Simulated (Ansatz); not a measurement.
# RPA@PBE/3-21G run of [AlH3]− (SMILES [AlH3-])

Aim: the energy change on altering one bond length of [AlH3]− at RPA@PBE/3-21G, from 2 runs. 

The calculation is run with Ansatz 0.2.0.

**1. Starting point**

[AlH3]−: 4 atoms, total charge -1, spin state doublet. As SMILES, `[AlH3-]`. The shape comes from GFN2-xTB, which is rough for such elements, and wasn't checked as a minimum.

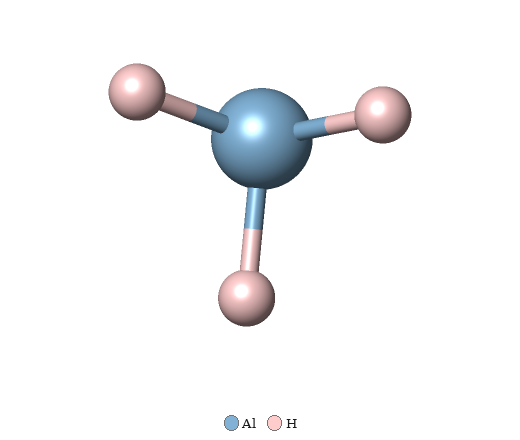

The structure, seen from a chosen angle (aluminium light blue, hydrogen pink).

**2. A single-point energy at RPA@PBE/3-21G**

File job.yaml:

```yaml
crystal:
  periodic: [false, false, false]
  atoms:
    - {symbol: Al, position_ang: [-0.161060, 0.455350, -0.307260]}
    - {symbol: H, position_ang: [0.471920, 0.754070, 1.224440]}
    - {symbol: H, position_ang: [-1.350110, -0.683860, 0.050500]}
    - {symbol: H, position_ang: [1.039250, -0.525560, -0.967690]}
basis:
  gaussian: {orbitals: 3-21G.json}
accuracy: high
correlation: {method: rpa, frozen_orbitals: {Al: 5, H: 0}}
magnetization: {spin_polarized: true, initial_magnetization: 1}
total_charge: -1
hamiltonian: {xc: {name: PBE}}
```

The basis set 3-21G is read from a file made from the Basis Set Exchange's data (not shown).

Launch:

```bash
$ ansatz run job.yaml --threads 1 --pin off --max-ram 2610MiB --events-out events.jsonl --progress --plain --runs-dir runs
```

Output:

```text
Warning: RAYON_NUM_THREADS=1 ignored (pool sized by the plan → 1); use --threads N
Functional definition: PBE
  name "PBE"
  parameter kappa = 0.804
  parameter beta = 0.06672455060314922
  exchange = pbe_x(kappa = kappa, mu = beta*pi^2/3)
  correlation = pbe_c(beta = beta)
371 factors; integrals over basis functions are off by at most 3.3e-9 eV
mean field evaluation 1: about -6603.4598 eV, gradient 6.5e0 eV
mean field evaluation 2: about -6603.4578 eV, gradient 6.4e0 eV
mean field evaluation 4: about -6603.8367 eV, gradient 4.3e-1 eV
mean field evaluation 8: about -6603.8391 eV, gradient 3.4e-3 eV
mean field evaluation 16: about -6603.8391 eV, gradient 2.4e-7 eV
mean field -6603.83905767 eV, -242.6866091265 hartree, gradient 2.7e-8 eV, S^2 0.751266; 0 other end points of the search recorded, 0 dependent functions left out
5 core orbitals not correlated: weight in the atoms' cores, before any rotation towards them, 1.000 or more for the frozen orbitals, at most 0.000 for the correlated occupied ones
reference -6592.12940733 eV, -242.2562874135 hartree; 4, 3 occupied and 10, 11 virtual orbitals, 371 factors
Total energy: -6595.26386039 eV, -242.3714764389 hartree
```

It took 1.2 s on 1 thread of Arm Neoverse V2, shared host; peak memory 0.11 GiB.

**3. The distorted shape, same level**

File in.yaml:

```yaml
crystal:
  periodic: [false, false, false]
  atoms:
    - {symbol: Al, position_ang: [-0.319322, 0.380662, -0.690227]}
    - {symbol: H, position_ang: [0.471920, 0.754070, 1.224440]}
    - {symbol: H, position_ang: [-1.508372, -0.758548, -0.332467]}
    - {symbol: H, position_ang: [0.880988, -0.600248, -1.350657]}
basis:
  gaussian: {orbitals: 3-21G.json}
total_charge: -1
magnetization: {spin_polarized: true, initial_magnetization: 1}
correlation: {method: rpa, frozen_orbitals: {Al: 5, H: 0}}
accuracy: high
hamiltonian: {xc: pbe}
```

The basis set 3-21G is read from a file made from the Basis Set Exchange's data (not shown).

Launch:

```bash
$ ansatz run in.yaml --threads 1 --pin off --max-ram 2610MiB --events-out events.jsonl --progress --plain --runs-dir runs
```

Output, shortened:

```text
Warning: RAYON_NUM_THREADS=1 ignored (pool sized by the plan → 1); use --threads N
[... 6 set-up lines as earlier in the session ...]
370 factors; integrals over basis functions are off by at most 3.3e-9 eV
mean field evaluation 1: about -6602.8482 eV, gradient 7.1e0 eV
mean field evaluation 2: about -6602.8462 eV, gradient 7.1e0 eV
mean field evaluation 4: about -6603.3330 eV, gradient 1.3e0 eV
mean field evaluation 8: about -6603.3572 eV, gradient 1.1e-2 eV
mean field evaluation 16: about -6603.3572 eV, gradient 1.9e-6 eV
mean field -6603.35724309 eV, -242.6689027671 hartree, gradient 4.6e-8 eV, S^2 0.751073; 0 other end points of the search recorded, 0 dependent functions left out
5 core orbitals not correlated: weight in the atoms' cores, before any rotation towards them, 1.000 or more for the frozen orbitals, at most 0.000 for the correlated occupied ones
reference -6591.53499476 eV, -242.2344431545 hartree; 4, 3 occupied and 10, 11 virtual orbitals, 370 factors
Total energy: -6594.83605216 eV, -242.3557547764 hartree
```

Wall time 1.2 s (1 thread of Arm Neoverse V2, shared host); peak memory 0.11 GiB.

**4. Outcome**

Level: RPA@PBE/3-21G, 5 core orbitals frozen.

| quantity | value |
| --- | --- |
| first shape: total energy | -242.37148 Eh |
| first shape: RPA correlation energy (valence) | -115.2 mEh |
| first shape: ⟨S²⟩ of the reference determinant | 0.751 |
| distorted shape: total energy | -242.35575 Eh |
| distorted shape: RPA correlation energy (valence) | -121.3 mEh |
| distorted shape: ⟨S²⟩ of the reference determinant | 0.751 |
| energy change with the Al1–H2 bond stretched from 1.684 to 2.105 Å | 0.428 eV |

In words: With the Al1–H2 bond stretched from 1.684 to 2.105 Å the energy rises by 0.43 eV (9.9 kcal/mol). The first shape isn't relaxed at this level, so the change isn't measured from a minimum.
